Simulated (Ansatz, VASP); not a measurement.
# AlN: VASP beside Ansatz, part 2 of 2

Aim: how closely do two programs agree when they are given the same cell, functional and k mesh?

VASP 6.6.1 and Ansatz 0.2.0.

So far: Starting point; VASP: band structure, HSE06.

## (3) Ansatz: band structure, HSE06

Level of this step: Ansatz beside VASP: Kohn-Sham DFT, plane waves, HSE06 (Ansatz).

Ansatz runs on its default PAW (the set named soft_2) files.

The same cell, functional, mesh and smearing now go to Ansatz, which takes its cutoff from its data sets.

Contents of input.yaml:

```yaml
crystal:
  lattice:
    - [0.0, 2.1839935596, 2.1839935596]
    - [2.1839935596, 0.0, 2.1839935596]
    - [2.1839935596, 2.1839935596, 0.0]
  atoms:
    - { symbol: Al, position: [0.0, 0.0, 0.0] }
    - { symbol: "N", position: [0.25, 0.25, 0.25] }
hamiltonian:
  xc: { exchange: pbe, correlation: pbe, exx: { coeff: 0.25, omega: 0.2 } }
  pseudopotentials: { kind: paw }
kpoints:
  mp_grid: { grid: [6, 6, 6] }
  band_path:
    path:
      - [0.0, 0.0, 0.0]
      - [0.5, 0.0, 0.5]
      - [0.5, 0.22222, 0.72222]
      - [0.40278, 0.34722, 0.75]
      - [0.125, 0.125, 0.25]
      - [0.27778, 0.27778, 0.27778]
      - [0.55556, 0.38889, 0.55556]
      - [0.58333, 0.25, 0.66667]
      - [0.5, 0.30556, 0.69444]
      - [0.48611, 0.48611, 0.52778]
      - [0.625, 0.25, 0.625]
      - [0.5, 0.0, 0.5]
    npoints: 1
scf:
  occupations: { method: gaussian, width: 0.03 }
  n_extra_bands: 7
output:
  forces: true
  stress: true
  eigenvalues: true
  write_density: true
  write_potential: true
  elf: true
  volumetric_format: npy
```

Launch:

```sh
$ ansatz run input.yaml --threads 4 --pin off --max-ram 9216MiB --backend cpu --events-out ev --progress --plain --runs-dir out
```

Numbers of over 12 decimals in the logs are rounded to 6 here.

The log of the run:

```text
Warning: output.stress: scf.convergence.dr2_threshold = 1e-7 eV (the SCF's general default) is looser than the 2e-10 eV advised for a printed stress (1e-10 eV for each atom of the cell: 2). What an SCF threshold leaves in a stress goes as its square root, and in the free energy as the threshold itself, and one threshold admits the most on a small cell: [figures from the program's tests cut] Set scf.convergence.dr2_threshold to 2e-10 eV or tighter. The threshold is an SCF's pass mark: one that does not reach it within its budget of iterations ends unconverged, or closes short of it on a stop that the run arms, and scf.convergence.dr2_threshold's page says what that costs each kind of run
Warning: output.stress: scf.exx.energy_threshold = 1e-6 eV is looser than the 2e-8 eV advised for a stress under a hybrid functional (1e-8 eV for each atom of the cell: 2). Every SCF of the exchange loop can meet its threshold on dr2 while the loop round them stops early: no threshold on dr2 bounds what that leaves in the stress. Set scf.exx.energy_threshold to 2e-8 eV or tighter. The threshold is the loop's pass mark: a loop that does not reach it within its budget of cycles ends unconverged, and scf.exx.energy_threshold's page has the law
scf.n_extra_bands = 7 over 4 filled bands (N_el = 8.0): the run solves 11 bands
Engine: ansatz 0.2.0, aarch64-unknown-linux-gnu
Pseudopotentials: kind: paw
Pseudopotential: Al, paw, valence charge 3, recommended cutoff 420 eV (normal), Al.paw.azcp
Pseudopotential: N, paw, valence charge 5, recommended cutoff 420 eV (normal), N.paw.azcp
Functional definition: unnamed
  parameter a_1 = 0.25
  parameter omega_1 = 0.2/angstrom
  exchange = pbe_x + (-a_1)*pbe_x_sr(omega_1) + a_1*exact_x_sr(omega_1)
  correlation = pbe_c
Crystal: 2 atoms, lattice volume = 20.835 Å³
Basis set: ecut = 420 eV, 411 PW (Γ), exchange–correlation on 48×48×48 points (8 copies of the dense FFT grid, shifted against one another)
Bands: 11, of which v1, the nominal top of the filled ones, is band 4 counted from 1 (3 counted from 0)
Symmetry: 24 space group operations
Space group: F-43m (ITA 216), of the structure as read, at distance tolerance 2.8e-5 Å
k-points: 16 of 216 (time reversal used)
Non-local potential: Al, projectors of the file, l = 0: 2, l = 1: 2, l = 2: 1
Non-local potential: N, projectors of the file, l = 0: 2, l = 1: 2, l = 2: 1
PAW form: soft (Blöchl's): semilocal exchange-correlation on the pseudo side does not see the compensation charge
PAW frozen core: Al, regenerated for the run's functional, and the local potential with it (the file was generated under x = pbe(κ = 0.804, μ = 0.219515), c = pbe(β = 0.066725))
PAW frozen core: N, regenerated for the run's functional, and the local potential with it (the file was generated under x = pbe(κ = 0.804, μ = 0.219515), c = pbe(β = 0.066725))
PAW one-centre angular grid: Al, 110 points (default); XC on 64 Gauss nodes
PAW one-centre angular grid: N, 110 points (default); XC on 64 Gauss nodes
Initial density: superposition of atomic densities (neutral atoms: chi_scale 0, normalization atom), corrected by the library's trained network
Initial wavefunctions: pseudopotential atomic-orbital guess
Functional: x = pbe(κ = 0.804, μ = 0.219515), c = pbe(β = 0.066725), warm-up for x = pbe(κ = 0.804, μ = 0.219515) + 0.25 (exact − pbe) at short range (hse, ω = 0.2 Å⁻¹), c = pbe(β = 0.066725)
SCF iter   1: F=—  HF=-924.195843 eV  |F-HF|=—  |Δ(HF+E_count)|=         —  Δρ=9.33e-4  dr2=1.16e-4  ethr=1.77e-3  ⟨swp⟩=2.0  Hψ=1221  notcnv=0
preconditioner: auto → none  [insulator: Δε(μ)=3.330 eV  Ē_g=19.154 eV  σ=0.030 eV  W_gap=1.00  n_scr=0 (ndim 8)  ℏωp=23.0 eV  f_vac=0.000  D(μ)=0.00/eV (n_scr^D=0)]
SCF iter   2: F=-924.195921 eV  HF=-924.195899 eV  |F-HF|=2.22e-5  |Δ(HF+E_count)|=   5.61e-5  Δρ=4.04e-4  dr2=1.84e-5  ethr=1.46e-6  ⟨swp⟩=3.4  Hψ=311  notcnv=0  defer=12
SCF 1 stopped early in 2 iterations: F = -924.195921 eV  dr2 = 1.84e-5
  greatest PAW one-centre occupation: 0.788 electrons in one spin orbital (limit 2), on the N atom at site 1 (counted from 0), in its partial waves of l = 0
Initial density: handed on by an earlier stage of this run
Initial wavefunctions: those handed on with the density
Functional: x = pbe(κ = 0.804, μ = 0.219515) + 0.25 (exact − pbe) at short range (hse, ω = 0.2 Å⁻¹), c = pbe(β = 0.066725)
Exchange kernel: α = 0.2500, screened, ω = 0.2000 Å⁻¹, Wigner–Seitz truncation, v(0) = 1121.6290 eV·Å³, q-mesh 6×6×6, nearest image of the exchange supercell L = 18.53 Å, pair-density grid 15×15×15, without the augmentation charges, whose exchange is taken in its separable form by FFT convolution over the k-point mesh (sized by the pseudopotential files, 18×18×18 at the most), smooth part of the exact exchange by density-matrix convolution
Frozen-core exchange: fock
SCF iter   1: F=—  HF=-924.661594 eV  |F-HF|=—  |Δ(HF+E_count)|=         —  Δρ=6.32e-3  dr2=4.29e-3  ethr=2.30e-6  ⟨swp⟩=8.1  Hψ=888  notcnv=0
preconditioner: auto → none  [insulator: Δε(μ)=4.546 eV  Ē_g=21.437 eV  σ=0.030 eV  W_gap=1.00  n_scr=0 (ndim 8)  ℏωp=23.0 eV  f_vac=0.000  D(μ)=0.00/eV (n_scr^D=0)]
SCF iter   2: F=—  HF=-924.659986 eV  |F-HF|=—  |Δ(HF+E_count)|=   1.61e-3  Δρ=2.90e-3  dr2=1.18e-3  ethr=2.30e-6  ⟨swp⟩=3.1  Hψ=382  notcnv=0
iter 3 solved again at ethr=1.39e-7 eV; its pass at ethr=2.30e-6 eV (dr2=1.11e-5 eV) is discarded
SCF iter   3: F=—  HF=-924.659607 eV  |F-HF|=—  |Δ(HF+E_count)|=   3.79e-4  Δρ=2.33e-4  dr2=2.79e-4  ethr=1.39e-7  ⟨swp⟩=2.4  Hψ=597  notcnv=0
SCF iter   4: F=—  HF=-924.662210 eV  |F-HF|=—  |Δ(HF+E_count)|=   2.60e-3  Δρ=5.32e-4  dr2=5.51e-5  ethr=1.39e-7  ⟨swp⟩=4.3  Hψ=446  notcnv=0  defer=1
SCF iter   5: F=—  HF=-924.662197 eV  |F-HF|=—  |Δ(HF+E_count)|=   1.33e-5  Δρ=9.12e-5  dr2=3.67e-6  ethr=1.39e-7  ⟨swp⟩=3.0  Hψ=275  notcnv=0
SCF iter   6: F=-924.662221 eV  HF=-924.662221 eV  |F-HF|=4.56e-7  |Δ(HF+E_count)|=   2.43e-5  Δρ=5.62e-5  dr2=4.97e-7  ethr=1.45e-8  ⟨swp⟩=4.2  Hψ=411  notcnv=0  defer=1
SCF 2 stopped early in 6 iterations: F = -924.662221 eV  dr2 = 4.97e-7
hybrid outer 1: dexx = +2.803e-3 eV, tail = 4.08e-6 eV
Exchange kernel: α = 0.2500, screened, ω = 0.2000 Å⁻¹, Wigner–Seitz truncation, v(0) = 1121.6290 eV·Å³, q-mesh 6×6×6, nearest image of the exchange supercell L = 18.53 Å, pair-density grid 15×15×15, without the augmentation charges, whose exchange is taken in its separable form by FFT convolution over the k-point mesh (sized by the pseudopotential files, 18×18×18 at the most), smooth part of the exact exchange by density-matrix convolution
Frozen-core exchange: fock
SCF iter   1: F=—  HF=-924.662221 eV  |F-HF|=—  |Δ(HF+E_count)|=         —  Δρ=2.07e-5  dr2=3.04e-8  ethr=2.55e-7  ⟨swp⟩=4.8  Hψ=472  notcnv=0
preconditioner: auto → none  [insulator: Δε(μ)=4.575 eV  Ē_g=21.434 eV  σ=0.030 eV  W_gap=1.00  n_scr=0 (ndim 8)  ℏωp=23.0 eV  f_vac=0.000  D(μ)=0.00/eV (n_scr^D=0)]
SCF iter   2: F=-924.662221 eV  HF=-924.662221 eV  |F-HF|=2.72e-9  |Δ(HF+E_count)|=   2.36e-8  Δρ=6.96e-6  dr2=7.41e-9  ethr=3.35e-10  ⟨swp⟩=3.9  Hψ=325  notcnv=0
SCF 3 converged in 2 iterations: F = -924.662221 eV  dr2 = 7.41e-9
  Residual-converged pass: ⟨swp⟩=2.9  Hψ=281  notcnv=0  max |occ|·‖R‖ = 2.3e-6 eV (tolerance 2.4e-6 eV)  dr2=7.42e-9  dr2_onsite=5.13e-10  max |Δocc| = 0.0e0
hybrid outer 2: dexx = +2.827e-8 eV, tail = 1.65e-8 eV, Δε = 1.14e-3 eV (about 8.82e-5 eV left of the loop's levels)
NSCF: frozen V_eff on 12 k-points
hybrid SCF converged: 2 outer / 8 inner (+2 warm-up), last move |dexx| = 2.83e-8 eV, tail = 1.65e-8 eV
Stability not checked: this state was not tested for a lower state beside it, because the functional holds exact exchange (a hybrid, or Hartree-Fock), whose exchange loop this test does not read (fock_operator; see scf.lower_state_search)
Free energy (F): -924.662221 eV
Frozen-core exchange: fock
Harris-Foulkes:  -924.662221 eV  (|F-HF|=2.72e-9)
Internal energy: -924.662221 eV  (E = F + TS)
E sigma→0 (E₀):  -924.662221 eV
Fermi energy:    8.312448 eV
--- Per-component energies (eV) ---
  E_band       = 3.990944
  E_kinetic    = 160.017631
  E_local      = -222.407590  (includes V_loc(G=0)·N_el)
  E_nonlocal   = 54.304310
  E_hartree    = 77.525007
  E_xc         = -82.474782
  E_vxc        = -86.832213  (∫ρ·V_xc dr)
  E_exx        = -18.042669  (= α·E_x^exact, valence–valence)
  E_paw        = -596.913617  (= ΣΔE_a)
  E_vpaw       = -20.055333  (= ΣTr[D̂ρ^β])
  E_aug_tail   = 0.000097  (compensation charges beyond the density's cutoff)
  E_ewald      = -296.603555
  E_core_change = -0.067052  (= ΣΔE_core)
  E_smearing   = -0.000000  (= −TS)
  E_closure    = 0.000000  (closes the sum)
  Σ components = -924.662221   (vs F -924.662221, Δ=0.00e0)
--- Forces (eV/Å), atoms counted from 1 ---
  atom   1  Al     0.00000000    -0.00000000     0.00000000
  atom   2  N     -0.00000000     0.00000000    -0.00000000
  max |Σ_I F_I| component: 2.04e-16 eV/Å
--- Stress (GPa, compression-positive) ---
       -0.402115       0.000000      -0.000000
       -0.000000      -0.402115       0.000000
       -0.000000       0.000000      -0.402115
  P = ⅓ Tr σ = -0.4021 GPa (-4.021 kbar)
--- Band table (eV; the first three rows and the last of 16) ---
  k-point 0: bands = [-10.4108, 6.0249, 6.0249, 6.0249, 11.6069, 20.3459, 20.3459, 20.3459, ... 3 higher]
  k-point 1: bands = [-9.9872, 4.0665, 5.8815, 5.8815, 13.0977, 19.4282, 20.5232, 20.5232, ... 3 higher]
  k-point 2: bands = [-8.9416, 1.1250, 5.6201, 5.6201, 14.5823, 18.2029, 19.4221, 19.4221, ... 3 higher]
  k-point 15: bands = [-7.5261, 1.3684, 3.0218, 3.3723, 12.6218, 17.9634, 20.8520, 21.0932, ... 3 higher]
```

Elapsed: 9.9 s, on 4 threads of Arm Neoverse V2, shared host; peak memory 0.57 GiB.

Reading the cycles: dr2 is the Hartree energy of the density residual (eV), the measure of convergence; HF is the Harris–Foulkes estimate of the energy, which meets the free energy F at convergence.

## (4) Differences

Known differences besides the PAW data sets themselves: exact exchange at q = 0 is treated differently, which shows on coarse meshes; VASP keeps PBE cores, Ansatz makes them for the functional; the cutoff is 420 eV in Ansatz and 460 eV in VASP; VASP takes a coarser grid for exact exchange (PRECFOCK = Fast). Total energies have different zeros and are not compared.

The two programs side by side:

```csv
quantity,Ansatz,VASP,difference
gap over the path points (eV),4.575,4.574,+0.001
```

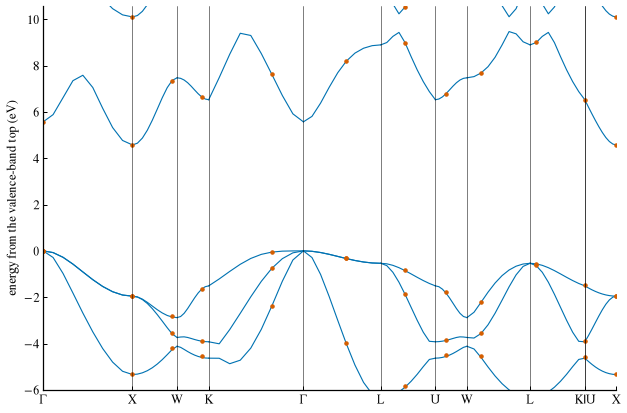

Bands from VASP (lines) and levels from Ansatz (dots). Dots without a line are higher empty bands that the VASP plot leaves out.

Levels at points of the path, from each program's valence-band top (eV; 3 filled, then empty):

```csv
k (reciprocal lattice),Ansatz,VASP
0.000 0.000 0.000,0.00 0.00 0.00 5.58 14.32,0.00 0.00 0.00 5.57 14.26
0.500 0.000 0.500,-5.30 -1.93 -1.93 4.58 10.11,-5.34 -1.96 -1.96 4.57 10.10
0.500 0.222 0.722,-4.21 -3.56 -2.83 7.34 12.88,-4.26 -3.58 -2.86 7.36 12.90
0.403 0.347 0.750,-4.56 -3.87 -1.63 6.64 11.84,-4.60 -3.90 -1.65 6.65 11.85
0.125 0.125 0.250,-2.37 -0.74 -0.05 7.63 13.25,-2.38 -0.75 -0.05 7.62 13.21
0.278 0.278 0.278,-3.99 -0.32 -0.32 8.21 12.53,-4.01 -0.33 -0.33 8.19 12.51
0.556 0.389 0.556,-5.85 -1.85 -0.84 8.99 10.54,-5.89 -1.87 -0.85 8.99 10.53
0.583 0.250 0.667,-4.52 -3.84 -1.79 6.78 11.94,-4.56 -3.87 -1.82 6.78 11.95
0.500 0.306 0.694,-4.56 -3.54 -2.20 7.66 12.32,-4.60 -3.57 -2.22 7.68 12.32
0.486 0.486 0.528,-6.29 -0.62 -0.55 9.02 11.29,-6.33 -0.64 -0.56 9.00 11.30
```

Among the levels compared (up to four filled and three empty ones at each point), filled levels agree within 44 meV and empty ones within 57 meV.

## (5) What came out

```
difference in gap over the path points (band structure, HSE06) : 0.0013 eV
```

What this shows: The difference in gap over the path points is 0.0013 eV (band structure, HSE06), within the 0.08 eV picked in this series as the mark of a large difference. Differences of this kind measure data sets and numerical settings, not the functional's error against experiment.

[Lines on the potential files, build, host, timing and source positions are cut from VASP's logs without a mark.]

[Logs are printed without paths, hosts, clocks, repeated set-up lines and the standing remarks that a program may print on its own settings, such as how far it seeks lower states.]

[Hosts, paths, dates, database ids (printed as entryN), source tags and the programs' standing remarks are cut or masked in the printed files.]
